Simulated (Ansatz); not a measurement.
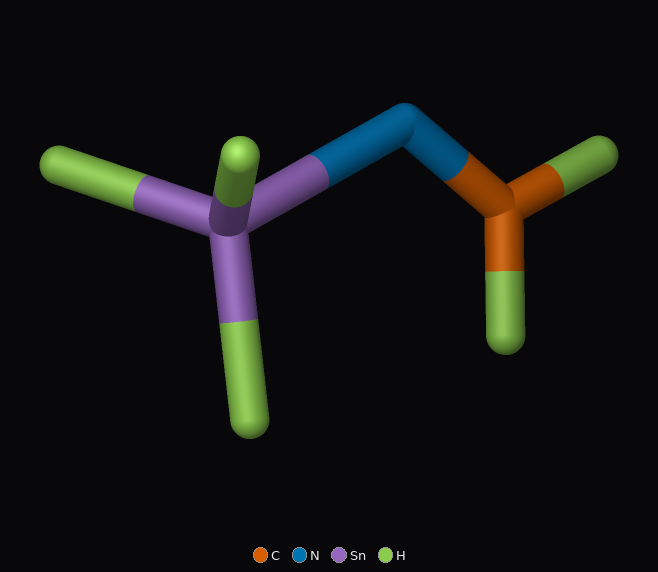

The structure as it stands in the input.

The calculation was set up as follows.

```yaml
crystal:
  periodic: [false, false, false]
  atoms:
    - {symbol: C, position_ang: [-0.954916, 0.469524, -1.222867]}
    - {symbol: N, position_ang: [-1.044035, -0.016316, -0.066258]}
    - {symbol: Sn, position_ang: [0.675786, -0.402953, 0.992037]}
    - {symbol: H, position_ang: [-1.870310, 0.678675, -1.794087]}
    - {symbol: H, position_ang: [-0.016781, 0.718967, -1.748094]}
    - {symbol: H, position_ang: [0.601244, 0.520201, 2.421235]}
    - {symbol: H, position_ang: [2.017449, 0.044584, 0.021043]}
    - {symbol: H, position_ang: [0.683563, -2.069782, 1.341289]}
basis:
  gaussian: {orbitals: x2c-TZVPPall}
magnetization: {spin_polarized: true, initial_magnetization: 0}
hamiltonian: {xc: {name: RPBE}, dispersion: d3bj}
scf: {lower_state_search: off}
output: {forces: true}
```

It was started with:

```sh
ansatz run in.yaml --threads 2 --pin off --events-out ev --progress --plain --max-ram 4352MiB
```

Output:

```
Functional definition: RPBE
  name "RPBE"
  cite "Hammer, Hansen & Nørskov, Phys. Rev. B 59, 7413 (1999) doi:10.1103/PhysRevB.59.7413"
  cite "Perdew, Burke & Ernzerhof, Phys. Rev. Lett. 77, 3865 (1996) doi:10.1103/PhysRevLett.77.3865"
  parameter kappa = 0.804
  parameter beta = 0.06672455060314922
  exchange = rpbe_x(kappa = kappa, mu = beta*pi^2/3)
  correlation = pbe_c(beta = beta)
these checks for a lower state are left out or cut short: stability, starts, cluster_reference, orbital_swaps, neighbouring_geometries, increment
1198 factors; their error is unknown
mean field evaluation 1: about -170674.3017 eV, gradient 4.3e1 eV
mean field evaluation 2: about -170604.9709 eV, gradient 1.1e2 eV
mean field evaluation 4: about -170681.5017 eV, gradient 1.7e1 eV
mean field evaluation 8: about -170682.7154 eV, gradient 2.2e-1 eV
mean field evaluation 16: about -170682.6937 eV, gradient 1.7e-4 eV
mean field -170682.69372197 eV, -6272.4733013974 hartree, gradient 2.2e-6 eV, S^2 0.000000; 0 other end points of the search recorded, 0 dependent functions left out
the calculation of the forces begins
reference -170682.69376280 eV, -6272.4733028978 hartree; 34, 34 occupied and 158, 158 virtual orbitals, 1198 factors
Total energy: -170683.62389102 eV, -6272.5074844794 hartree
Relativity: scalar
Atom 0 at    -0.954916     0.469524    -1.222867 Å, force     0.158063     0.272409    -0.640201 eV/Å
Atom 1 at    -1.044035    -0.016316    -0.066258 Å, force    -0.566498    -0.328192     0.742513 eV/Å
Atom 2 at     0.675786    -0.402953     0.992037 Å, force     0.212835    -0.011106     0.042931 eV/Å
Atom 3 at    -1.870310     0.678675    -1.794087 Å, force    -0.219236     0.053429    -0.144820 eV/Å
Atom 4 at    -0.016781     0.718967    -1.748094 Å, force     0.221585     0.062650    -0.133159 eV/Å
Atom 5 at     0.601244     0.520201     2.421235 Å, force    -0.016611     0.135866     0.218813 eV/Å
Atom 6 at     2.017449     0.044584     0.021043 Å, force     0.214169     0.066588    -0.143254 eV/Å
Atom 7 at     0.683563    -2.069782     1.341289 Å, force    -0.004307    -0.251645     0.057177 eV/Å
Dipole moment:     0.207042     0.061605    -0.131590 e Å
Checks for a lower state left out: stability, starts, cluster_reference, orbital_swaps, neighbouring_geometries, increment
```

The run converged.
